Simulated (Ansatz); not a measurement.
B₂O (space group Fm-3m, No. 225): coordinates from a relaxation with Ansatz, DFT LDA, scalar-relativistic, plane waves, PAW; the starting structure was generated, so it need not be a known form of this composition.

Space group Fm-3m (No. 225). a = 4.758 Å, b = 4.758 Å, c = 4.758 Å, α = 90.00°, β = 90.00°, γ = 90.00°
```csv
atom,site,symmetry,x,y,z
B,8c,-43m,0.2500,0.7500,0.7500
O,4a,m-3m,0.0000,0.0000,0.0000
```

Bonds are taken as B–O below 2.3 Å. Atoms with one bond or none are removed and atoms with two bonds are replaced by edges, until no such atom is left.

Derive the underlying net.

The result is a binodal (4,8)-connected, three-periodic net: B is a 4-connected node; O is an 8-connected node, in the ratio 2:1. It is the flu net, known from fluorite. It is a single net, without interpenetration.

```json
{"node": "B", "links": "4", "point symbol": "4^6", "coordination sequence": "4 22 24 82"}
{"node": "O", "links": "8", "point symbol": "4^12.6^12.8^4", "coordination sequence": "8 12 48 42"}
```

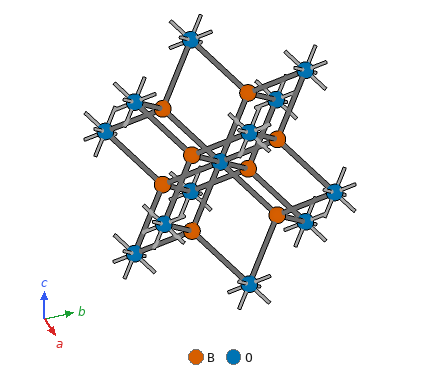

Nodes are coloured by topological kind. Edges to nodes outside the piece are drawn as stubs.
